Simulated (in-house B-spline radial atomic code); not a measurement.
## Ir⁷⁺: many-body perturbation calculation

- system: Ir⁷⁺, core [Xe] 4f14.
- method: configuration interaction of two valence electrons with many-body perturbation theory for the core (screened one- and two-electron correlation potentials), Breit and QED, no-pair Dirac, B-spline basis (in-house B-spline radial atomic code)

## Input file
```
basis_form = 3
Z = 77
core_configuration = [Xe] 4f14
rms_radius = 5.4032
mass_number = 193
speed_of_light = 137.035999084
box_radius = 10.0
lmax = 6
intervals = 61
virtual_cutoff = 11858.0
```

The run was one of a batch that the task file lists, launched with:
```bash
python <driver script> task.json out
```

The program writes its results to a structured record and prints no log; tables and figures of this report are taken from that record.

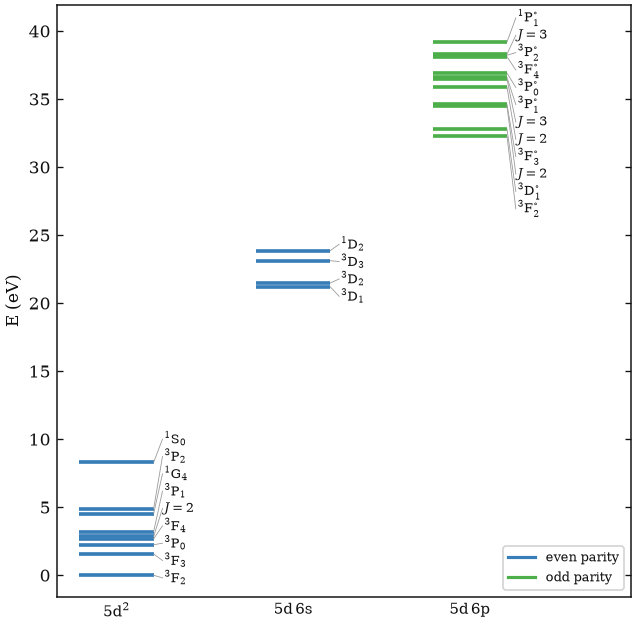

Fig. 1: Levels of Ir⁷⁺, two electrons outside the core [Xe] 4f¹⁴. CI+MBPT: configuration interaction in the frozen-core Dirac–Hartree–Fock potential with screened core-valence correlation, Breit and QED terms; computed with a B-spline radial code. The lowest level is 5d² ³F₂. The first excited level, 5d² ³F₃, lies at 1.56 eV. The ground term spreads over 2.68 eV in the order J = 2, 3, 4, a normal multiplet. The lowest level of opposite parity, 5d 6p ³F°₂, is at 32.3 eV. The ionisation energy is 106.6 eV, against 104.4 eV from CI without core-valence correlation and a tabulated theoretical value of 105.0 eV.

| Level | E (eV) |
| --- | --- |
| 5d² ³F₂ | 0 |
| 5d² ³F₃ | 1.559 |
| 5d² ³P₀ | 2.240 |
| 5d² ³F₄ | 2.684 |
| 5d² J = 2 (even, mixed, level 5) | 2.852 |
| 5d² ³P₁ | 3.207 |
| 5d² ¹G₄ | 4.533 |
| 5d² ³P₂ | 4.899 |
| 5d² ¹S₀ | 8.300 |
| 5d 6s ³D₁ | 21.19 |
| 5d 6s ³D₂ | 21.48 |
| 5d 6s ³D₃ | 23.12 |
| 5d 6s ¹D₂ | 23.86 |
| 5d 6p ³F°₂ | 32.26 |
| 5d 6p ³D°₁ | 32.80 |
| 5d 6p J = 2 (odd, mixed, level 16) | 34.46 |

## Key numbers

- outcome: converged
- hardware: 1 CPU thread, shared host
- wall time: 81 s

## Notes

To bear in mind: levels with the lowest nd electron over a p6 core lie up to 1200 cm⁻¹ too low for each such electron near neutrality.
